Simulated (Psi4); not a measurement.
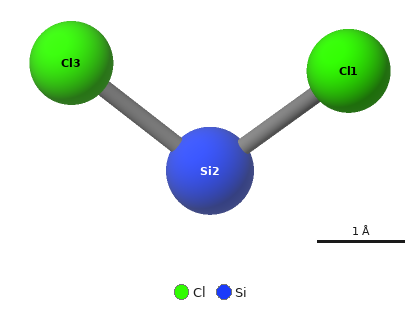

*The structure (ball-and-stick view, seen at a tilt; atoms are numbered from 1 in the order of the input).*

Bond lengths as drawn: Cl–Si 2.08 Å.

**SiCl2: excited-state calculation**

SiCl2, SMILES Cl[Si]Cl, computed with TDDFT (PBE)/def2-SVP, RKS (Psi4 1.11).

The geometry comes from this level: PBE0-D4/def2-TZVP.

**The input (job.dat)**
```python
memory 1600 mb

molecule {
  0 1
  Cl     0.55520154     3.03074276     0.63872743
  Si    -1.45527809    -0.01965315    -0.79746442
  Cl     0.90007655    -3.01108961     0.15873699
  units au
  symmetry c1
}

set basis def2-SVP
set reference rks
set puream true
set scf_type pk
set dft_radial_points 25
set dft_spherical_points 50
set save_jk true

from psi4.driver.procrouting.response.scf_response import tdscf_excitations
energy_value, wavefunction = energy('pbe', return_wfn=True)
states = tdscf_excitations(wavefunction, states=4, tda=False)
```

Run on 1 thread of AMD EPYC (Zen 3), 64 GiB of memory available, shared host.

Launch command:
```bash
psi4 job.dat job.out -n 1
```

**The program's output**
```
Psi4 1.11 release

   => Loading Basis Set <=

    Name: DEF2-SVP
    Role: ORBITAL
    Keyword: BASIS

         ---------------------------------------------------------
                                   SCF
                              RKS Reference
                        1 Threads,   1525 MiB Core
         ---------------------------------------------------------

  ==> Geometry <==

    Molecular point group: c1
    Full point group: Cs

    Geometry (in Bohr), charge = 0, multiplicity = 1:

       Center              X                  Y                   Z               Mass
    ------------   -----------------  -----------------  -----------------  -----------------
         CL           0.675000387960     3.043582978718    -0.000000000000    34.968852682000
         SI          -1.777950548806    -0.021155555352     0.000000000000    27.976926534650
         CL           0.747453826896    -3.026657418612    -0.000000000000    34.968852682000

  Running in c1 symmetry.

  Rotational constants: A =      0.48614  B =      0.09343  C =      0.07837 [cm^-1]
  Rotational constants: A =  14573.97018  B =   2800.85030  C =   2349.34852 [MHz]
  Nuclear repulsion =  168.862006363829693

  Charge       = 0
  Multiplicity = 1
  Electrons    = 48
  Nalpha       = 24
  Nbeta        = 24

  ==> Algorithm <==

  SCF Algorithm Type is PK.
  DIIS enabled.
  MOM disabled.
  Fractional occupation disabled.
  Guess Type is SAD.
  Energy threshold   = 1.00e-06
  Density threshold  = 1.00e-06
  Integral threshold = 1.00e-12

  ==> Primary Basis <==

  Basis Set: DEF2-SVP
    Blend: DEF2-SVP
    Number of shells: 24
    Number of basis functions: 54
    Number of Cartesian functions: 57
    Spherical Harmonics?: true
    Max angular momentum: 2

  ==> DFT Potential <==

   => LibXC <=

    Version 7.1.2

   => Composite Functional: PBE <=

    PBE GGA Exchange-Correlation Functional

    Deriv               =              1
    GGA                 =           TRUE
    Meta                =          FALSE

    Exchange Hybrid     =          FALSE
    MP2 Hybrid          =          FALSE

   => Exchange Functionals <=

    1.0000     XC_GGA_X_PBE

   => Correlation Functionals <=

    1.0000     XC_GGA_C_PBE

   => LibXC Density Thresholds  <==

    XC_GGA_C_PBE:  1.00E-12
    XC_GGA_X_PBE:  1.00E-15

   => Molecular Quadrature <=

    Radial Scheme          =       TREUTLER
    Pruning Scheme         =           NONE
    Nuclear Scheme         =       TREUTLER

    Blocking Scheme        =         OCTREE
    BS radius alpha        =              1
    Pruning alpha          =              1
    Radial Points          =             25
    Spherical Points       =             50
    Total Points           =           3564
    Total Blocks           =             40
    Max Points             =            208
    Max Functions          =             52
    Weights Tolerance      =       1.00E-15

  ==> Integral Setup <==

  Using in-core PK algorithm.
   Calculation information:
      Number of atoms:                   3
      Number of AO shells:              24
      Number of primitives:             54
      Number of atomic orbitals:        57
      Number of basis functions:        54

      Integral cutoff                 1.00e-12
      Number of threads:                 1

  Performing in-core PK
  Using 2206710 doubles for integral storage.
  We computed 39235 shell quartets total.
  Whereas there are 45150 unique shell quartets.

  ==> DiskJK: Disk-Based J/K Matrices <==

    J tasked:                  Yes
    K tasked:                   No
    wK tasked:                  No
    Memory [MiB]:             1139
    Schwarz Cutoff:          1E-12

  Cached 100.0% of DFT collocation blocks in 0.005 [GiB].

  Minimum eigenvalue in the overlap matrix is 2.3144146735E-02.
  Reciprocal condition number of the overlap matrix is 7.1576938789E-03.
    Using symmetric orthogonalization.

  ==> Pre-Iterations <==

  SCF Guess: Superposition of Atomic Densities via on-the-fly atomic UHF (no occupation information).

   -------------------------
    Irrep   Nso     Nmo
   -------------------------
     A         54      54
   -------------------------
    Total      54      54
   -------------------------

  ==> Iterations <==

                        Total Energy        Delta E     RMS |[F,P]|

   @RKS iter SAD: -1208.77568238996719   -1.20878e+03   0.00000e+00
   @RKS iter   1: -1208.89558116268245   -1.19899e-01   4.92122e-03 ADIIS/DIIS
   @RKS iter   2: -1208.89868202929529   -3.10087e-03   4.59979e-03 ADIIS/DIIS
   @RKS iter   3: -1208.92705146040180   -2.83694e-02   1.31575e-03 ADIIS/DIIS
   @RKS iter   4: -1208.93083558729813   -3.78413e-03   2.34248e-04 ADIIS/DIIS
   @RKS iter   5: -1208.93093083250574   -9.52452e-05   2.35189e-05 DIIS
   @RKS iter   6: -1208.93093192695869   -1.09445e-06   7.56543e-06 DIIS
   @RKS iter   7: -1208.93093202075443   -9.37957e-08   4.12099e-07 DIIS
  Energy and wave function converged.

  ==> Post-Iterations <==

   Electrons on quadrature grid:
      Ntotal   =   47.9854928461 ; deviation = -1.451e-02

    Orbital Energies [Eh]
    ---------------------

    Doubly Occupied:

       1A   -100.624964     2A   -100.624941     3A    -65.466140
       4A     -9.182420     5A     -9.182404     6A     -7.014311
       7A     -7.014294     8A     -7.009992     9A     -7.009978
      10A     -7.007524    11A     -7.007499    12A     -5.119267
      13A     -3.536070    14A     -3.534370    15A     -3.529924
      16A     -0.774013    17A     -0.747818    18A     -0.462369
      19A     -0.368977    20A     -0.328816    21A     -0.328684
      22A     -0.299045    23A     -0.280478    24A     -0.238391

    Virtual:

      25A     -0.128751    26A     -0.017537    27A     -0.003248
      28A      0.110402    29A      0.277657    30A      0.294855
      31A      0.322551    32A      0.329043    33A      0.346163
      34A      0.383660    35A      0.433882    36A      0.478089
      37A      0.553402    38A      0.616642    39A      0.690598
      40A      0.693896    41A      0.697821    42A      0.699970
      43A      0.703023    44A      0.753641    45A      0.758585
      46A      0.765421    47A      0.794066    48A      0.877520
      49A      0.892101    50A      0.913692    51A      0.937076
      52A      0.940648    53A      1.212703    54A      1.272449

    Final Occupation by Irrep:
              A
    DOCC [    24 ]
    NA   [    24 ]
    NB   [    24 ]

  @RKS Final Energy: -1208.93093202075443

   => Energetics <=

    Nuclear Repulsion Energy =            168.8620063638296926
    One-Electron Energy =               -2007.9080674813264977
    Two-Electron Energy =                 706.8596562632458244
    DFT Exchange-Correlation Energy =     -76.7445271665035165
    Empirical Dispersion Energy =           0.0000000000000000
    VV10 Nonlocal Energy =                  0.0000000000000000
    Total Energy =                      -1208.9309320207544260

Computation Completed

Properties will be evaluated at   0.000000,   0.000000,   0.000000 [a0]

Properties computed using the SCF density matrix

 Multipole Moments:

 ------------------------------------------------------------------------------------
     Multipole            Electronic (a.u.)      Nuclear  (a.u.)        Total (a.u.)
 ------------------------------------------------------------------------------------

 L = 1.  Multiply by 2.5417464519 to convert [e a0] to [Debye]
 Dipole X            :          0.4562488           -0.7095860           -0.2533372
 Dipole Y            :          0.0055655           -0.0084433           -0.0028778
 Dipole Z            :         -0.0000000            0.0000000           -0.0000000
 Magnitude           :                                                    0.2533536

 ------------------------------------------------------------------------------------

	total time  =          2 seconds =       0.03 minutes

******************************************************************************************
**********                               WARNING                                **********
**********       The names of excited state variables changed between 1.5       **********
**********     and 1.6. For a quick solution, remove the symmetry specifier     **********
**********   from the variable name. For full details, see 'Notes on Psivars'   **********
**********                        in the documentation.                         **********
******************************************************************************************

         ---------------------------------------------------------
                         TDSCF excitation energies
         ---------------------------------------------------------

  ==> Options <==

     Residual threshold  : 1.0000e-04
     Initial guess       : denominators
     Reference           : RHF
     Solver type         : RPA (Hamiltonian)

  ==> Requested Excitations <==

      4 singlet states with A symmetry

  ==> Seeking the lowest 4 singlet states with A symmetry

                        Generalized Hamiltonian Solver

  ==> Options <==

    Max number of iterations        = 60
    Eigenvector tolerance           = 1.0000e-04
    Max number of expansion vectors = 800

  => Iterations <=
                              Max[D[value]]     Max[|R|]   # vectors
  HamiltonianSolver iter   1:   2.10623e-01  1.24215e-01     16
  HamiltonianSolver iter   2:   8.79722e-03  4.65820e-02     20
  HamiltonianSolver iter   3:   5.16208e-04  8.53117e-03     28
  HamiltonianSolver iter   4:   1.14372e-05  1.58759e-03     36
  HamiltonianSolver iter   5:   3.37634e-07  5.32311e-04     44
  HamiltonianSolver iter   6:   1.57153e-08  1.58360e-04     48
  HamiltonianSolver iter   7:   1.44869e-09  4.01093e-05     50      Converged

******************************************************************************************
**********                               WARNING                                **********
**********  Length-gauge rotatory strengths are **NOT** gauge-origin invariant  **********
******************************************************************************************

                                    Excitation Energy         Total Energy        Oscillator Strength             Rotatory Strength
     #   Sym: GS->ES (Trans)        au              eV              au          au (length)    au (velocity)    au (length)    au (velocity)
    ---- -------------------- --------------- --------------- --------------- --------------- --------------- --------------- ---------------
     1        A->A (1 A)       0.13485         3.66936        -1208.79609      0.0305          0.0409         -0.0000          0.0000
     2        A->A (1 A)       0.15437         4.20059        -1208.77656      0.0000          0.0000         -0.0000          0.0000
     3        A->A (1 A)       0.19257         5.24022        -1208.73836      0.0299          0.0169         -0.0000         -0.0000
     4        A->A (1 A)       0.20679         5.62707        -1208.72414      0.0119          0.0119          0.0000          0.0000

Contributing excitations and de-excitations
Only contributions with abs(coeff) > 1.00e-01 will be printed:

Excited State    1 (1 A):   0.13485 au   337.89 nm f = 0.0305
  Sums of squares: Xssq =  1.014691e+00; Yssq =  1.469059e-02; Xssq - Yssq =  1.000000e+00
     21a  ->  25a    -0.130919 ( 1.714%)
     24a  ->  25a    -0.991736 (98.354%)
     24a  <-  25a     0.102248 ( 1.045%)

Excited State    2 (1 A):   0.15437 au   295.16 nm f = 0.0000
  Sums of squares: Xssq =  1.000166e+00; Yssq =  1.655214e-04; Xssq - Yssq =  1.000000e+00
     23a  ->  25a     0.999958 (99.992%)

Excited State    3 (1 A):   0.19257 au   236.60 nm f = 0.0299
  Sums of squares: Xssq =  1.006148e+00; Yssq =  6.147849e-03; Xssq - Yssq =  1.000000e+00
     22a  ->  25a     0.953094 (90.839%)
     23a  ->  27a    -0.135430 ( 1.834%)
     24a  ->  26a    -0.260728 ( 6.798%)

Excited State    4 (1 A):   0.20679 au   220.34 nm f = 0.0119
  Sums of squares: Xssq =  1.002595e+00; Yssq =  2.594716e-03; Xssq - Yssq =  1.000000e+00
     21a  ->  25a    -0.989142 (97.840%)
     24a  ->  25a     0.126285 ( 1.595%)

******************************************************************************************
**********                               WARNING                                **********
**********       The names of excited state variables changed between 1.5       **********
**********     and 1.6. For a quick solution, remove the symmetry specifier     **********
**********   from the variable name. For full details, see 'Notes on Psivars'   **********
**********                        in the documentation.                         **********
******************************************************************************************

    Psi4 run time: 0:00:02.82
```

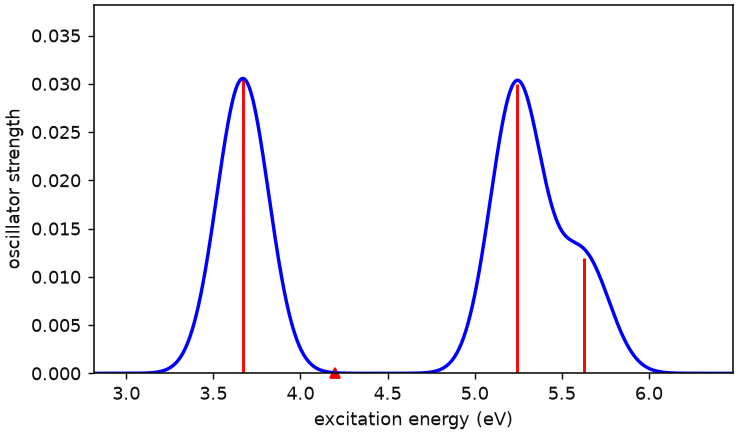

*Computed excitations as sticks (degenerate states added up, dark ones marked on the axis), with a Gaussian envelope of 0.35 eV full width at half maximum, scaled to the tallest.*

Of the 4 states the lowest lies at 3.67 eV (f = 0.031); the strongest line is at 3.67 eV, or 338 nm (f = 0.031).

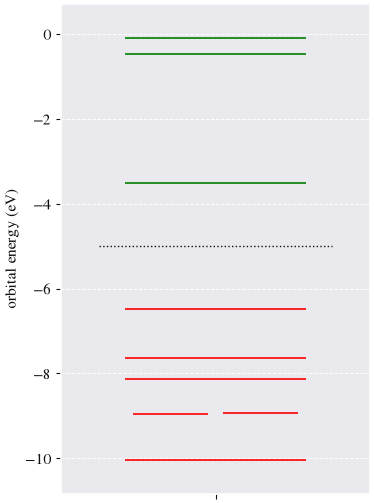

*Orbital energies near the frontier; the dotted line parts filled from empty levels, and levels within 0.02 eV of each other stand side by side.*

Highest filled −6.49 eV, lowest empty −3.50 eV, 2.99 eV apart.

**Results in brief**

```tsv
quantity	value
outcome	converged
total energy	−1208.930932 hartree
basis functions	54
HOMO	−6.49 eV
LUMO	−3.50 eV
dipole moment	0.64 D
lowest excitation	3.67 eV
wall time	5.1 s
peak memory	0.22 GiB
```

**Notes**

Settings chosen away from the usual ones: grid set to [25, 50] (from [15, 26]). These settings are looser than, or depart from, a standard set-up, so the numbers are not reference values for this system.
